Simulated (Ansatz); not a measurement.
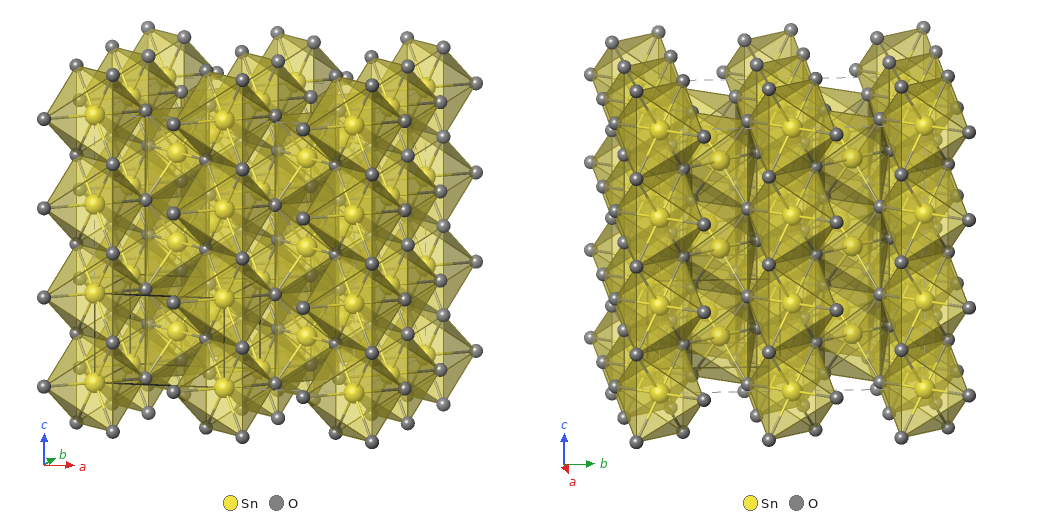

Polyhedra are drawn about Sn (bonds: O–Sn below 2.4 Å); other atoms are plain spheres. Two views of the same piece.

The compound is SnO₂ (space group P4_2/mnm, No. 136), taken as coordinates from a relaxation with Ansatz 0.2.0, DFT, PBE, plane waves, PAW; the starting structure was generated, so it need not be a known form of this composition.

Sharing among the drawn polyhedra:

| site | polyhedron | corner-sharing neighbours | edge-sharing | face-sharing | bond (Å) |
| --- | --- | --- | --- | --- | --- |
| Sn | SnO6 octahedron | 8 | 2 | 0 | 2.09 |

They form a three-dimensional framework of corner- and edge-sharing octahedra.
